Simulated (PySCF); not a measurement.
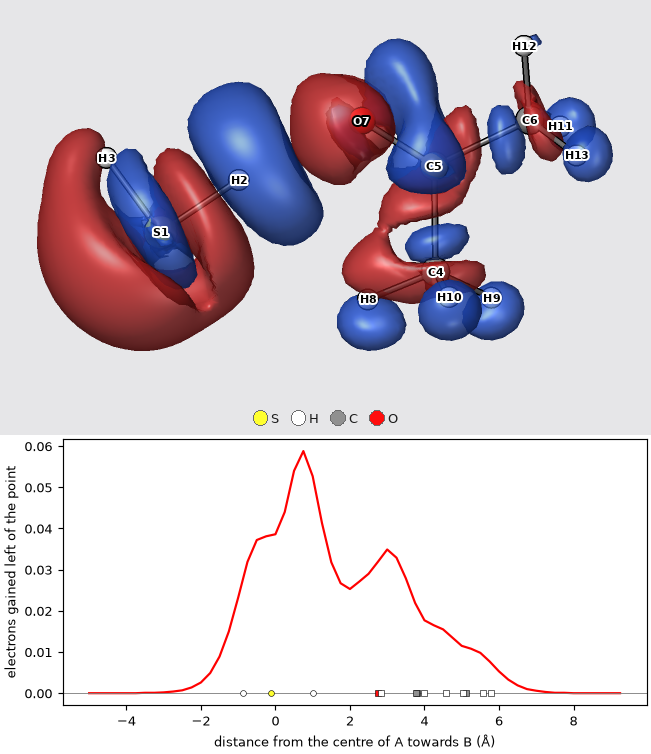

*C3H8OS, SMILES `S.CC(C)=O`. Density of the complex less the densities of the two fragments at the same geometry, ±0.002 e/Å³ (red: gain, blue: loss). Fragment A: H2S (atoms 1–3); fragment B: H6C3O. Below: the charge-displacement curve along the line of centres (A on the left).*

Computed with PySCF, CAM-B3LYP/def2-SVPD, geometry: GFN2-xTB. GFN2-xTB bond lengths at metals and heavier atoms can be off by up to 0.1 Å and shapes distorted, which carries into these values.

Coordinates in Å:

```
S1      -2.6592    0.0381   -0.0158
H2      -1.4234   -0.4631   -0.0351
H3      -3.1982   -1.1474    0.2243
C4       1.0488    1.3763    0.0194
C5       1.3349   -0.0993    0.0041
C6       2.7942   -0.4621   -0.0094
O7       0.4616   -0.9353   -0.0040
H8       0.0320    1.5706    0.3509
H9       1.7583    1.9038    0.6507
H10      1.1531    1.7543   -0.9972
H11      3.2090   -0.2757    0.9801
H12      2.9220   -1.5141   -0.2499
H13      3.3341    0.1551   -0.7228
```

Q: How is the density rearranged on binding?

A: Hirshfeld charges show 0.028 e passing from B to A. By Hirshfeld charges, electrons gather most on S1 (−0.052 e) and leave H2 most (+0.029 e); 0.12 e is displaced in all, which induces a dipole of 1.09 D.

Q: What is the interaction energy, and which contacts carry it?

A: The counterpoise-corrected interaction energy of the frozen fragments is −2.3 kcal/mol without dispersion correction and −3.5 kcal/mol with D3(BJ). The pair geometry is semi-empirical, not a minimum at this level. Contacts: H2···O7, hydrogen bond, 1.94 Å, ρ = 0.027 a.u. The pose is a local one from a semi-empirical search, not shown to be the most stable.

The PySCF run took 85 s on 1 thread of Arm Neoverse V1, on a shared host, peak memory 0.92 GiB.
